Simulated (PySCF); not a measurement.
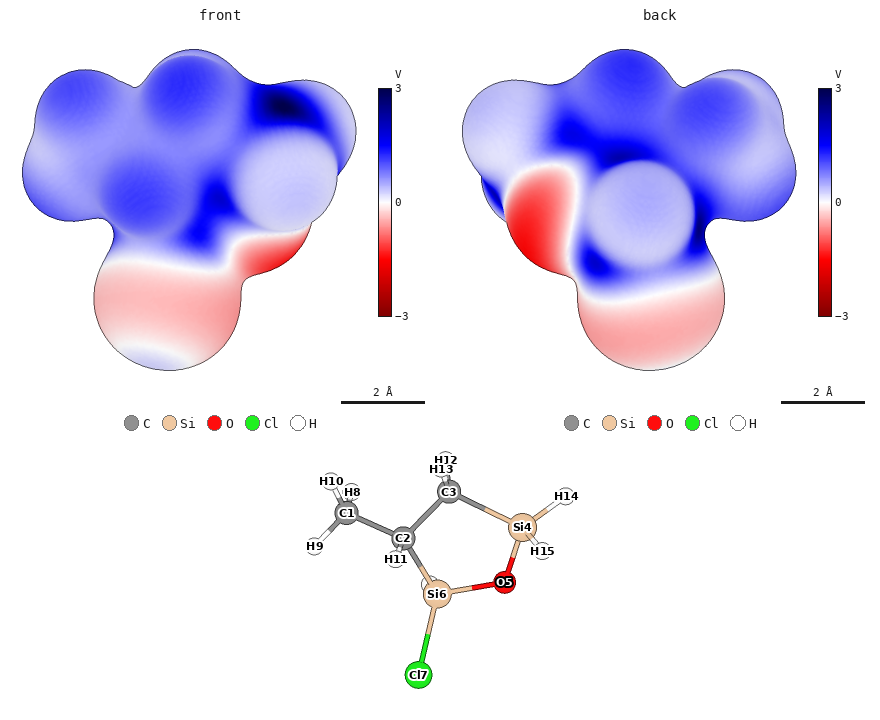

Figure 1: C$_{3}$H$_{9}$ClOSi$_{2}$. The electrostatic potential painted on the density surface at 0.004 e/bohr³, seen from the front and from behind; the colour scale runs from red (negative) to blue (positive). The bare structure is drawn below in the same view.

Geometry: GFN2-xTB.

Method: wB97X-D/def2-SVPD, SCF density, gas phase in PySCF.

Input

```
{"job": {"kind": "uv", "xc": "wB97X-D", "basis": "def2-SVPD", "nstates": 8, "ntriplets": 3}, "charge": 0, "multiplicity": 1}
C     -1.191308     1.406403    -0.893334
C     -0.392064     0.591438     0.119347
C      1.086006     0.455246    -0.294769
Si     1.803194    -1.067836     0.601451
O      0.396347    -1.901189     0.804619
Si    -1.023144    -1.184776     0.445401
Cl    -2.224765    -1.328367     2.036367
H     -1.207953     0.909661    -1.861442
H     -2.218890     1.530468    -0.557598
H     -0.750973     2.394190    -1.024447
H     -0.419382     1.134716     1.072619
H      1.129172     0.287812    -1.374265
H      1.625647     1.383687    -0.106399
H      2.642740    -1.930799    -0.216748
H      2.321761    -0.783833     1.935122
H     -1.583988    -1.887878    -0.697336
```

Run with:

```sh
OMP_NUM_THREADS=1 python probes_run.py task.json out
```

> Where is the surface potential most negative and most positive?

The most negative region (about −1.4 V, or −32 kcal/mol for a unit charge) lies over O5, the most positive (about +2.7 V, or +62 kcal/mol for a unit charge) over Si4. Cl7 shows a σ-hole: about +0.2 V at the tip opposite its bond, against about −0.4 V, or −9 kcal/mol for a unit charge on its flanks. O5 is the likeliest acceptor of a hydrogen bond.

> How polar is the molecule by this calculation?

Its dipole moment is 2.55 D.
